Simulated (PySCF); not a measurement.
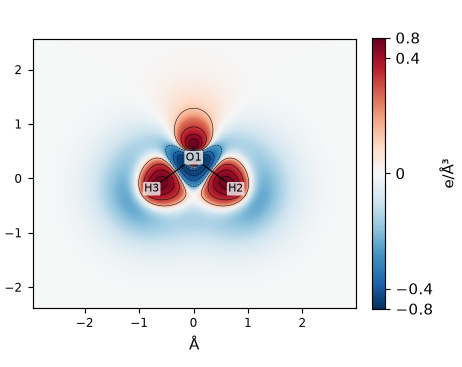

*H₂O, SMILES `O`. Deformation density (molecule less spherical, spin-averaged free atoms) in the molecular plane; colour scale in e/Å³, logarithmic beyond ±0.1; red: gain, blue: loss.*

Level of theory: PBE/6-31+G* (PySCF), at a geometry from GFN2-xTB. No frequency check shows the geometry to be a minimum.

Input

```python
import numpy as np
from pyscf import gto, scf, dft
from pyscf.scf import atom_ks, atom_hf
from scipy.linalg import block_diag

def solve(mol, dm0=None, hcore=None):
    mf = (dft.UKS if mol.spin else dft.RKS)(mol, xc='pbe')
    mf.grids.level = 3
    mf = mf.density_fit(auxbasis='def2-universal-jkfit')
    mf.conv_tol, mf.max_cycle = 1e-8, 80
    if hcore is not None:
        mf.get_hcore = lambda *args: hcore
    mf.kernel(dm0)
    if not mf.converged:
        mf = mf.newton().run(mf.mo_coeff, mf.mo_occ, max_cycle=30)
    assert mf.converged, 'SCF not converged'
    return mf

mol = gto.M(atom='''
O      0.00000     0.11381     0.00000
H      0.77220    -0.45522     0.00000
H     -0.77219    -0.45522     0.00000
''', basis='6-31+g*', charge=0, spin=0, verbose=4)
mf = solve(mol)
mf.analyze()
# spherically averaged free atoms, for the promolecule
atm = atom_ks.get_atm_nrks(mol, xc='pbe')
pro = block_diag(*[(atm[a[0]][2] * atm[a[0]][3]) @ atm[a[0]][2].T for a in mol._atom])
np.savez('result.npz', e=mf.e_tot, c=mf.mo_coeff, occ=mf.mo_occ, eps=mf.mo_energy, pro=pro, dip=mf.dip_moment(verbose=0), s2=mf.spin_square()[0])
```

Run with:

```sh
OMP_NUM_THREADS=1 python input.py
```

The run took 1.6 s on 1 thread of Arm Neoverse V1, with other jobs on the host, peak memory 0.17 GiB.

Partitions, critical points and surface values were worked out afterwards from this run's density.

How much density has each bond in this plane gained at its critical point, relative to the free atoms?

Answer. O1–H3 and O1–H2: +0.70 e/Å³ at the bond critical point (bond length 0.96 Å). In all, 0.6 electrons gather in the regions of gain relative to the promolecule.

Where do the Hirshfeld charges lie?

Answer. The highest Hirshfeld charge is on H2 and H3 (+0.16 e), the lowest on O1 (−0.31 e).

```csv
atom,charge (e)
O1,−0.31
H2,+0.16
H3,+0.16
```
